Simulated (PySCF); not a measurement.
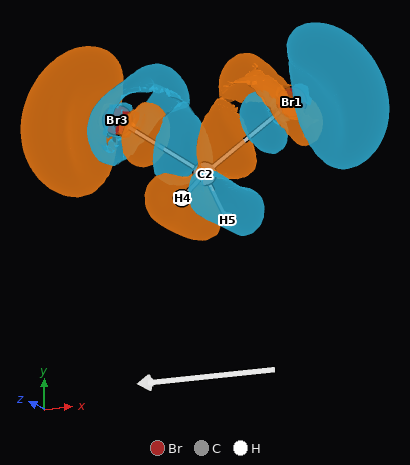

CH2Br2, SMILES `BrCBr`. Change of the electron density in a uniform field of 0.21 V/Å along −x (arrow), surfaces at ±0.002 e/Å³ (light blue: gain, orange: loss).

Computed with PySCF, PBE0/def2-TZVP, geometry: GFN2-xTB. No frequency check shows the geometry to be a minimum. A basis without diffuse functions makes polarisabilities too small. GFN2-xTB bond lengths at metals and heavier atoms can be off by up to 0.1 Å and shapes distorted, which carries into these values.

Cartesian coordinates (Å):

```
Br1      1.6106    0.1264    0.0000
C2       0.0000   -0.9535    0.0000
Br3     -1.6106    0.1264    0.0000
H4      -0.0001   -1.5630    0.9008
H5       0.0001   -1.5630   -0.9008
```

The field was applied in both directions; the picture shows the one opposite to the script's first.

**What dipole is induced, and what polarisability does it imply?**

The induced dipole is 0.72 D (along the field); α along this axis, from the fields in both directions, is 70 bohr³ (10.4 Å³).
